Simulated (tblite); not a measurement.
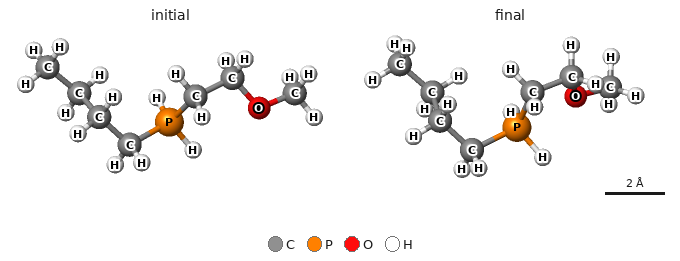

The structure of C₇H₁₈OP (charge +1) before (left) and after (right) a relaxation, at one scale.

The picture is a ball-and-stick view, seen face on.

The calculation used GFN2-xTB geometry optimisation, gas phase (tblite 0.8.0). 

### Describe what moved and what it gained.

An H atom moves most after the best rigid fit: 2.16 Å. By element the largest moves are H 2.16 Å, C 1.12 Å, O 1.02 Å, P 0.60 Å. Near-neighbour distances that change, for instance: O–P 3.171 → 2.348 Å, H–P 1.412 → 1.366 Å, C–H 1.109 → 1.092 Å, C–C 1.515 → 1.531 Å. Among the angles between lasting bonds that change: C–P–H 111.8° → 105.0°, P–C–C 111.9° → 105.3°, C–P–C 102.9° → 109.0°. Groups turn about C–C by about 70°. The energy falls by 51.6 kJ/mol in 173 geometry steps.
